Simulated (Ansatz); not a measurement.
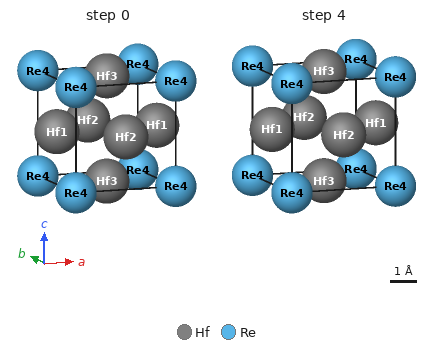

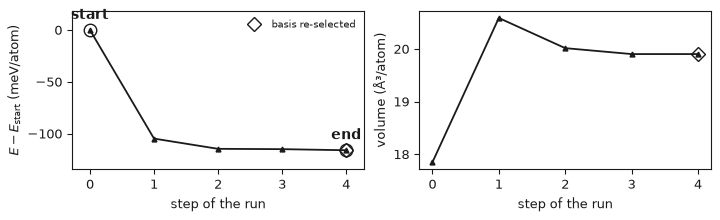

First and last geometry of a relaxation of a crystal of Hf₃Re (built on the Cu3Au (L1_2)_221 type) (coarse preliminary run), with the history of the run. Style: spheres-only. Shown: the cell of the calculation, slightly off an axis.

Case: Cu3Au (L1_2) type (Pm-3m, No. 221).

All numbers below come from DFT PBE, scalar-relativistic, plane waves, PAW in Ansatz.

Input
```yaml
crystal:
  lattice:
    - [4.1485001448, 0.0, 0.0]
    - [0.0, 4.1485001448, 0.0]
    - [0.0, 0.0, 4.1485001448]
  atoms:
    - { symbol: Hf, position: [0.0, 0.5, 0.5] }
    - { symbol: Hf, position: [0.5, 0.0, 0.5] }
    - { symbol: Hf, position: [0.5, 0.5, 0.0] }
    - { symbol: Re, position: [0.0, 0.0, 0.0] }
basis:
  ecutwfc: 420
kpoints:
  mp_grid: { grid: [4, 4, 4] }
hamiltonian:
  xc: pbe
scf:
  occupations: { method: gaussian, width: 0.1 }
  lower_state_search: "off"
output:
  forces: true
  stress: true
  eigenvalues: true
relax:
  adjacent_minimum: "off"
  f_tol: 0.04
  max_steps: 70
  cell: { stress_tol: 0.4 }
```

Run as
```bash
ansatz run input.yaml --threads 1 --pin off --max-ram 2560MiB --backend cpu --events-out ev --progress --plain --runs-dir out
```

### Read the history and describe the run.

It converged. No atom moves by more than 0.005 Å relative to the cell. The volume changes by +11.5 %, with a = b = c 4.149 → 4.302 Å (+3.7 %). Among the contacts that change: Hf1–Hf2 2.933 → 3.042 Å, Hf1–Re4 2.933 → 3.042 Å. The space group stays Pm-3m (No. 221). Over 3 accepted moves (4 points after the start) the energy falls by 116 meV per atom. All forces vanish by symmetry, so only the cell relaxes. The pressure goes from 19.76 to 0.04 GPa. At 1 point the geometry stayed and the basis and grid were re-selected for the new cell (energy shift of 1.0 meV per atom at most each time). The run took 16 s on 1 thread of Intel(R) Xeon(R) Platinum 8488C (Sapphire Rapids), on a shared host, peak memory 0.41 GiB.

Limits of the set-up: the k-point mesh is coarse for a cell with partly filled bands.
